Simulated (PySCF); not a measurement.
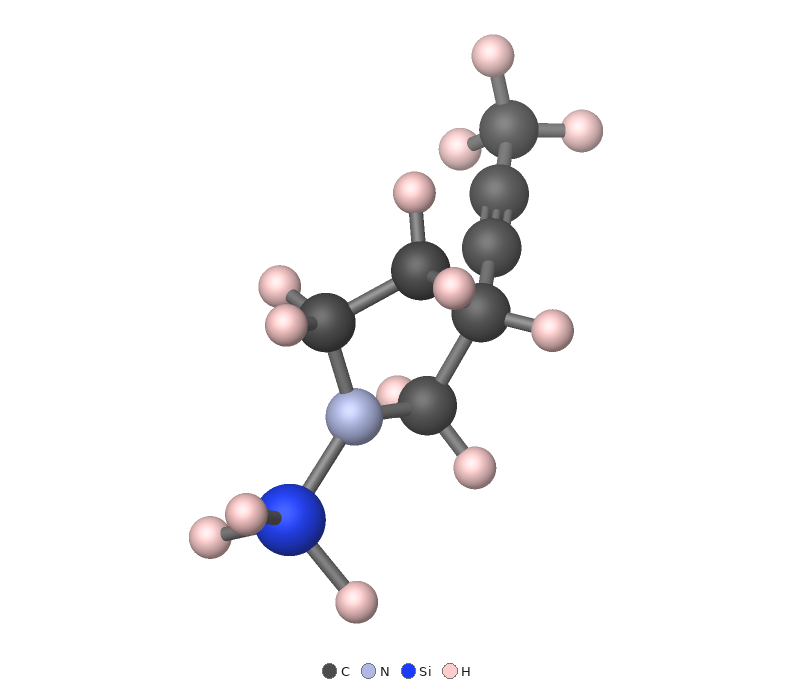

What is the molecular formula?

C7H13NSi, 22 atoms: 7 carbon, 13 hydrogen, 1 nitrogen and 1 silicon.

Give a SMILES string for it.

CC#C[C@H]1CCN([SiH3])C1

Describe its rings.

Independent rings (smallest set): 1 of 5 members.

Name some functional groups or characteristic bonds that it holds.

Among them: alkyne, Si–H bond, Si–N bond.

More results for the same structure follow; atom numbers are the same in all pictures, views and colours differ. The computed structure is the end point of a PBE0-D3(BJ)/def2-SVP optimisation. No frequency run is at hand to confirm it as a minimum.

Geometry

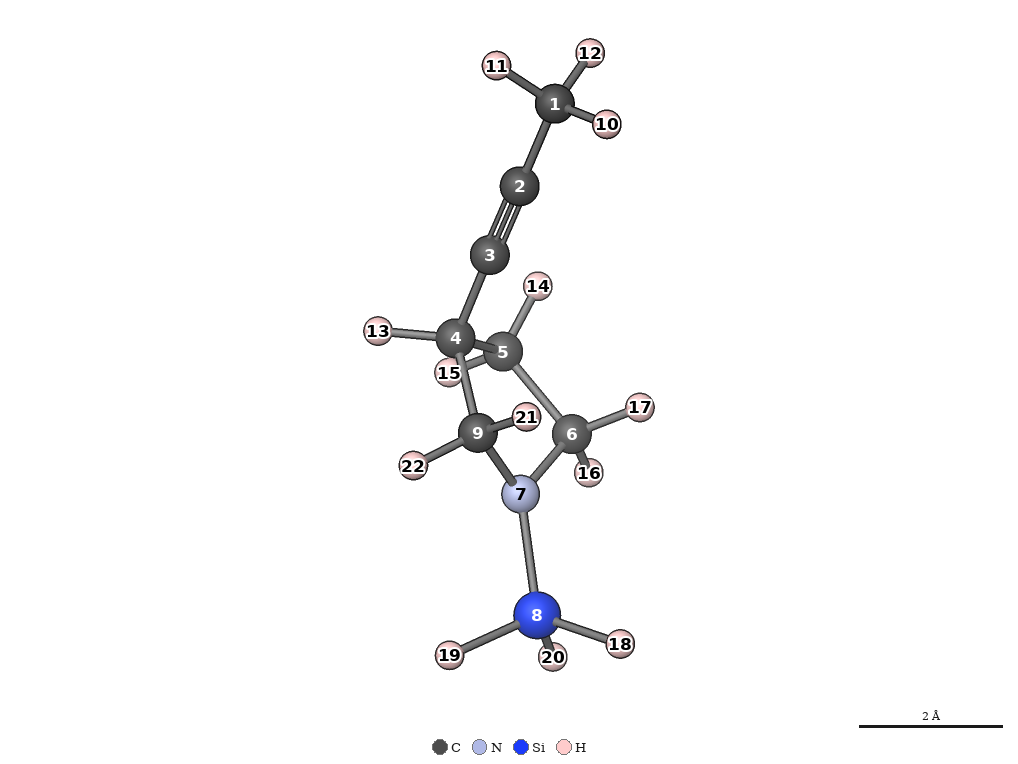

The atoms are numbered. No frequency run is at hand to confirm it as a minimum.

List the bonds and their lengths. Leave out bonds to hydrogen.

```tsv
bond	length (Å)	order
C1–C2	1.454	single
C2–C3	1.213	triple
C3–C4	1.459	single
C4–C5	1.551	single
C4–C9	1.560	single
C5–C6	1.525	single
C6–N7	1.447	single
N7–Si8	1.731	single
N7–C9	1.447	single
```

Electronic properties

No frequency run is at hand to confirm it as a minimum. Method: PBE0/pcSseg-1 in methanol (IEF-PCM) (PySCF 2.14.0).

What is the LUMO energy (Kohn–Sham orbital)?

0.77 eV.

Estimate the HOMO energy (Kohn–Sham orbital).

−6.36 eV.

What is the dipole moment?

1.33 D.

NMR shielding

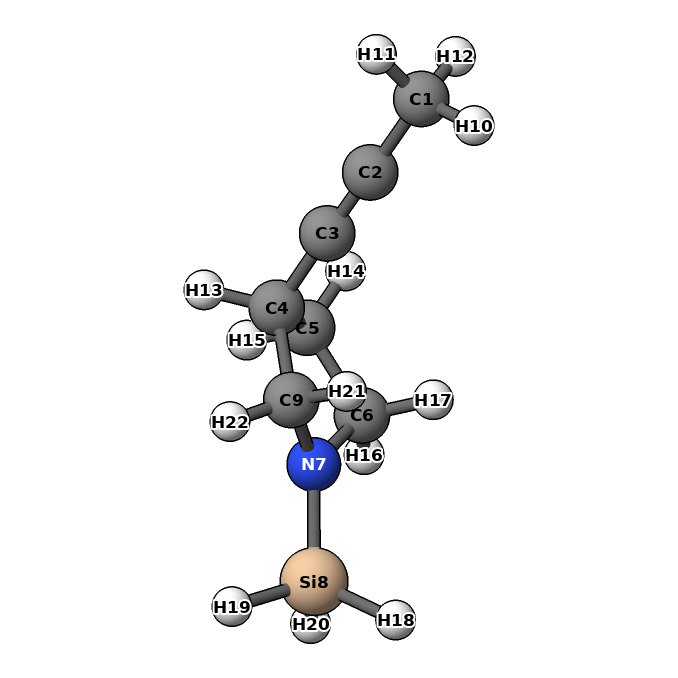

No frequency run is at hand to confirm it as a minimum. Level of theory: GIAO PBE0/pcSseg-1 NMR shielding, non-relativistic, IEF-PCM chloroform (PySCF 2.14.0). Principal shieldings σ11 ≤ σ22 ≤ σ33, span Ω = σ33 − σ11, skew κ = 3(σiso − σ22)/Ω.

Give the shielding tensors of the N atoms.

```tsv
atom	σ11	σ22	σ33	σiso	Ω	κ
N7	170.0	249.1	260.6	226.5	90.6	−0.75
```

Shieldings and span in ppm.

Excitation

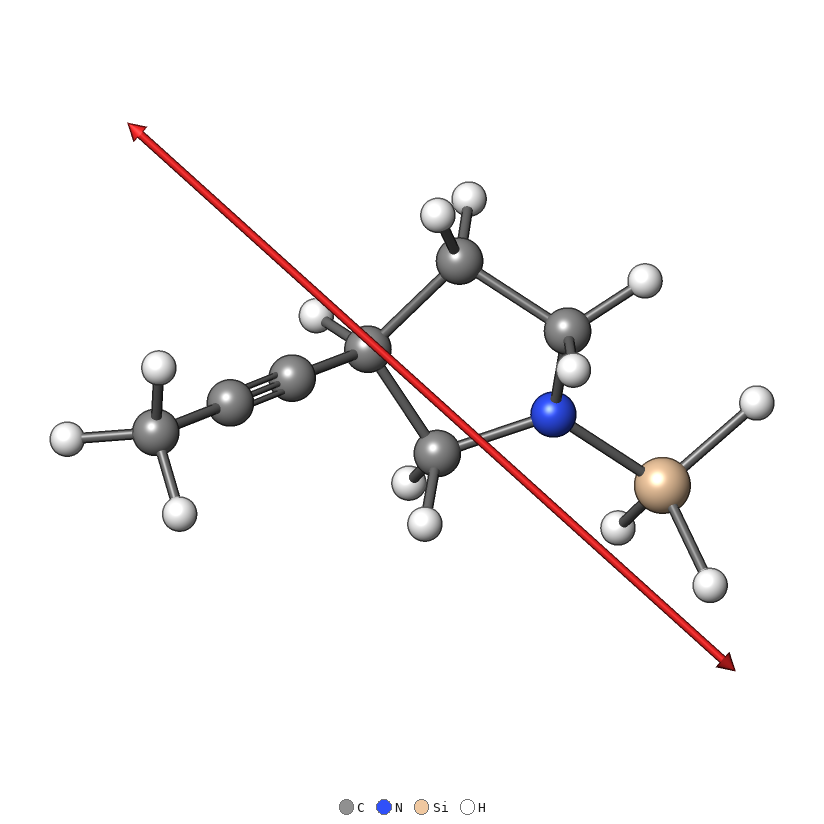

The double arrow shows the direction of the transition dipole to excited singlet state 6 (its length means nothing). No frequency run is at hand to confirm it as a minimum. Method: TDDFT ωB97X-D/def2-SVPD, vertical, gas phase, core orbitals frozen in the response (PySCF 2.14.0).

Where does the transition lie, and how strong is it?

6.85 eV (181 nm), oscillator strength 0.021, mainly HOMO → LUMO+2 (weight 0.54); transition dipole 0.89 D.
